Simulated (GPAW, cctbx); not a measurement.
# How far are the atoms of Tl2PdO4 from free atoms?

Question: by how much does bonding change the X-ray structure factors of Tl2PdO4, how firmly does DFT give the change, and what does a routine refinement make of it?

The cell comes from substitution in a known structure type and wasn't matched to any measured phase. All numbers below are calculated.

### 1. Find the equilibrium geometry

The density hangs on the geometry, so cell and atoms are relaxed first, with the symmetry held. The cutoff is set higher than for the density because stress converges slowly with plane waves.

Settings: GPAW 26.7.0, PBE, 900 eV, 3×3×3 k-points, Fermi–Dirac width 0.05 eV, BFGS to 0.03 eV/Å.

```text
cell
1.0
     4.947000000    0.000000000    0.000000000
     0.000000000    4.947000000    0.000000000
    -2.473500000   -2.473500000    4.905000000
Tl Pd O
2 1 4
Direct
0.750000000 0.250000000 0.500000000
0.500000000 0.500000000 0.000000000
0.000000000 0.000000000 0.000000000
0.141100000 0.632900000 0.758600000
0.367100000 0.382500000 0.241400000
0.874300000 0.858900000 0.241400000
0.617500000 0.125700000 0.758600000
```

```console
$ OMP_NUM_THREADS=1 mpirun -n 4 gpaw python run.py > gpaw.log
```

```text
BFGS:    0      -30.358094        1.207792
BFGS:    1      -30.452777        0.937957
BFGS:    2      -30.661482        0.419387
BFGS:    3      -30.693935        0.359999
...
BFGS:   36      -31.936074        0.143573
BFGS:   37      -31.943741        0.060986
BFGS:   38      -31.944397        0.015821
cell  5.8949 5.8949 5.3436  123.48 123.48 90.00
volume 116.189 A^3, largest force 0.007 eV/A, largest stress 0.15 GPa
```

The cell moved far, while the k-mesh and basis were chosen for the start, so the final shape may be somewhat biased.

After 38 steps the volume has changed by -3.2 % and the energy by -1.586 eV; the largest stress left is 0.15 GPa. It took 5.1 min on 4 cores of AMD EPYC 9B45 (Zen 5) (shared host), peak memory 1.6 GiB.

Relaxed structure: I-4 (no. 82), a = 5.8949 Å, b = 5.8949 Å, c = 6.6870 Å, α = 90.00°, β = 90.00°, γ = 90.00°.

| atom | mult. | x | y | z |
| --- | --- | --- | --- | --- |
| Tl1 | 2 | 0 | 1/2 | 3/4 |
| Tl2 | 2 | 0 | 0 | 1/2 |
| Pd1 | 2 | 0 | 0 | 0 |
| O1 | 8 | 0.7710 | 0.3006 | 0.5617 |

### 2. Density and charge transfer

X-rays see the whole electron density, so the PAW density is rebuilt with its core regions. Subtracting spherical free atoms from the same code cancels the cores and leaves the deformation density Δρ, the part due to bonding.

Settings: PBE, 550 eV, 5×5×5 k-points, Fermi–Dirac width 0.05 eV; primitive cell of 7 atoms.

```console
$ OMP_NUM_THREADS=1 mpirun -n 4 gpaw python run.py > gpaw.log
```

```text
|iter:   1|       0s |  -46.997219 | +0.09 |       |
|iter:   2|       1s |  -36.790387 | -0.85 | -0.81 |
|iter:   3|       2s |  -32.771704 | -1.03 | -0.98 |
...
|iter:  10|       7s |  -31.161589c| -6.00 | -3.87 |
|iter:  11|       7s |  -31.161596c| -6.76 | -4.35c|
|iter:  12|       8s |  -31.161598c| -7.43c| -4.98c|
```

```text
grid (60, 60, 60)  electrons 240.000  moved by bonding 2.070 e
deformation density beyond 0.5 A of the nuclei: max 0.396, min -1.131 e/A^3
atom        x       y       z   Voronoi charge  moment
Tl1    0.5000  0.2500  0.7500      0.434       0.00
Tl2    0.0000  0.5000  0.5000      0.434       0.00
Pd3    0.0000  0.0000  0.0000      0.596       0.00
O 4    0.0716  0.8623  0.3327     -0.366       0.00
O 5    0.5296  0.6673  0.7389     -0.366       0.00
O 6    0.4704  0.2093  0.1377     -0.366       0.00
O 7    0.9284  0.2611  0.7907     -0.366       0.00
mean inner potential of superposed free atoms 17.064 V
total magnetic moment 0.000 muB
```

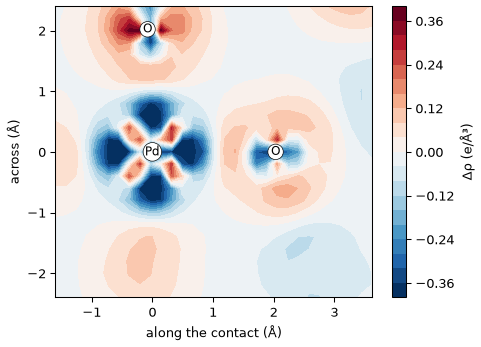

Deformation density in a plane through the shortest contact of the Pd atom at the origin; red gains electrons, blue loses them.

O gains most (-0.37 e) and Pd loses most (+0.60 e), in averages over each element's sites; O is the most electronegative element, but the order of the others doesn't follow electronegativity. Such charges fall far short of formal ones, since overlapping free atoms already put density on their neighbours. Along the shortest contact from the Pd atom at the map's origin, Pd–O at 2.03 Å, Δρ is -0.06 e/Å³ at the midpoint and highest, +0.12, 1.31 Å from Pd (points within 0.5 Å of a nucleus left out): density leaves the middle of this contact. At the midpoints of other shortest contacts it is 0.00 (Tl–O, 2.19 Å), -0.01 (O–O, 2.92 Å), +0.01 (Tl–Pd, 3.34 Å) and -0.02 (Tl–Tl, 3.39 Å) e/Å³. Point values carry grid noise of about 0.01 e/Å³. The run needed 12 iterations, 14 s.

### 3. Structure factors

The Fourier components of Δρ, added to those of the free atoms, give the static X-ray structure factors; the Mott–Bethe relation turns them into the Fourier components V of the potential that fast electrons feel.

```text
static structure factors of the conventional cell: F in electrons, V (Mott-Bethe) in volts
   h  k  l      d  |F| table  |F| free   |F| DFT   change   |V| free  |V| DFT  change %
   0  1  1  4.4220   168.158   168.143   168.004   -0.139     4.395    4.469      1.7
   1  1  0  4.1683    81.956    81.746    80.803   -0.943     2.613    2.936     12.4
   0  0  2  3.3435   117.787   117.358   117.974    0.616     4.486    4.350     -3.0
   0  2  0  2.9474   320.090   320.119   317.282   -2.837     6.724    7.210      7.2
   1  1  2  2.6081   353.567   353.327   352.539   -0.788     8.485    8.573      1.0
   1  2  1  2.4526   139.908   139.941   139.693   -0.248     2.639    2.662      0.9
   2  1  1  2.4526   160.370   160.277   161.023    0.746     3.528    3.438     -2.6
   0  2  2  2.2110    45.188    45.278    44.076   -1.202     0.623    0.737     18.2
   0  1  3  2.0849   137.002   136.981   137.323    0.342     2.311    2.295     -0.7
   2  2  0  2.0842   363.019   362.659   363.773    1.114     8.830    8.735     -1.1
   0  3  1  1.8853   136.836   136.773   136.945    0.172     2.267    2.256     -0.5
   1  3  0  1.8641    76.102    76.035    76.336    0.301     2.258    2.237     -0.9
   3  1  0  1.8641    65.119    65.102    65.280    0.179     1.679    1.666     -0.7
   2  2  2  1.7687    84.174    84.087    84.064   -0.023     2.691    2.692      0.0
```

The largest X-ray change is -2.84 e on 020, 0.9 % of |F|. For electrons V goes as (Z − F)/g², so a change of F counts against Z − F, which is small at low angle and wherever the atoms' terms cancel: |V| of 022 moves by +18.2 % (0.62 to 0.74 V) against -2.7 % in |F|. The tabulated Hartree–Fock atoms differ from the free DFT atoms by up to 0.43 e, so the choice of reference atom matters too.

### 4. How cheap can the run be?

Cutoff and k-mesh: one is changed at a time, to find what the result needs.

| run | ΔF 020 (e) | ΔF 022 (e) | ΔF 220 (e) | q(O) (e) | moved (e) | time |
| --- | --- | --- | --- | --- | --- | --- |
| 550 eV 5×5×5 | -2.837 | -1.202 | +1.114 | -0.366 | 2.070 | 14 s |
| 250 eV 5×5×5 | -1.902 | -0.369 | -0.022 | -0.313 | 2.954 | 6.2 s |
| 350 eV 5×5×5 | -2.626 | -1.007 | +0.838 | -0.356 | 2.251 | 9.3 s |
| 750 eV 5×5×5 | -2.849 | -1.210 | +1.123 | -0.366 | 2.080 | 21 s |
| 550 eV 2×2×2 | -2.855 | -1.198 | +1.093 | -0.367 | 2.057 | 7.6 s |
| 550 eV 3×3×3 | -2.838 | -1.199 | +1.115 | -0.367 | 2.081 | 8 s |

Within 0.06 e of the base on all three: 550 eV 2×2×2, 550 eV 3×3×3 and 750 eV 5×5×5. The largest error, 1.136 e, comes with 250 eV 5×5×5. The moved charge is off by up to 43 % among these runs. Times are from shared hosts.

### 5. What a spherical-atom refinement makes of it

Routine crystallography fits spherical atoms. To see the bias, intensities are simulated from tabulated atoms plus the DFT change ΔF, so that bonding alone can misfit (5266 reflections of the full sphere, merged to the counts below, to 0.45 Å, 1 % proportional noise plus counting noise, assumed isotropic U as listed, Δρ smeared by the mean U) and refined with cctbx over different ranges.

| range | data | R1 | GooF | U Tl1 (true 0.0033) | U Tl2 (true 0.0033) | U Pd1 (true 0.0042) | U O1 (true 0.0072) | largest shift (Å) | Δρ max, min (e/Å³) |
| --- | --- | --- | --- | --- | --- | --- | --- | --- | --- |
| all data | 1320 | 0.0043 | 0.92 | 0.0033 | 0.0033 | 0.0042 | 0.0071 | 0.0009 | 0.40, -0.66 |
| low resolution, d > 0.84 | 208 | 0.0036 | 1.05 | 0.0032 | 0.0033 | 0.0039 | 0.0074 | 0.0008 | 0.18, -0.23 |
| high order, d < 0.75 | 1034 | 0.0046 | 0.88 | 0.0033 | 0.0033 | 0.0042 | 0.0072 | 0.0012 | 0.31, -0.43 |
| occupancies free, d > 0.7 | 357 | 0.0036 | 0.99 | 0.0033 | 0.0033 | 0.0040 | 0.0078 | 0.0018 | 0.23, -0.26 |

With all data GooF is 0.92, so at this noise the bonding hardly shows; the top residual peak, near noise level, lies 2.70 Å from O and 2.70 Å from O. No U is off by more than 3 s.u. at low resolution. With Tl1 held at 1 and the scale free, the other occupancies refine to Tl2 0.999(0.002), Pd1 0.997(0.003) and O1 1.017(0.007), within three s.u. of full.

### 6. Answer

Bonding moves 2.07 e in the primitive cell of Tl2PdO4 and changes the structure factors of the conventional cell in the table above by at most 2.84 e (020, 0.9 %), and among reflections above 2 % of the strongest by up to 2.7 % (022). The shortest bond, Pd–O, has Δρ = -0.06 e/Å³ at its midpoint, a depletion. Within 0.06 e of the base on all three: 550 eV 2×2×2, 550 eV 3×3×3 and 750 eV 5×5×5. The largest error, 1.136 e, comes with 250 eV 5×5×5. The moved charge is off by up to 43 % among these runs. With all data GooF is 0.92, so at this noise the bonding hardly shows. Limits: static density, frozen cores, no spin–orbit coupling.

[Outputs are excerpts: Python notices, other lines and further rows are left out; steps that failed or that the build refused (PBEsol, TPSS) are not shown.]

[Logs are printed without paths, hosts, clocks, repeated set-up lines and the standing remarks that a program may print on its own settings, such as how far it seeks lower states.]
